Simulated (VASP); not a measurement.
Band structure of PbF$_{2}$ (fluorite). All values below come from SCAN meta-GGA, VASP's PBE PAW potentials (set 64) (plane waves; VASP).

Unless said otherwise, spin-orbit coupling is left out, though it shifts the bands of the heavy elements here.

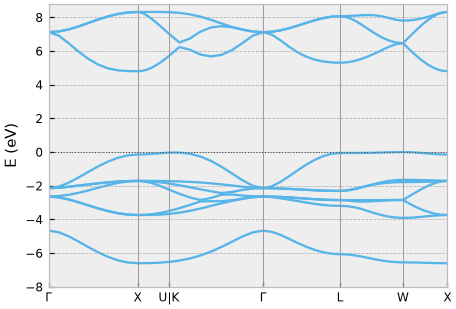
Figure. Bands along high-symmetry lines, zero at the valence-band maximum or, without a gap, the Fermi level

Read the plot: is there a gap, and where are the band edges?

The gap is indirect, 4.80 eV, from the valence maximum at W to the conduction minimum at X.

The compound is PbF2 in the fluorite structure, the β form. It was relaxed first.
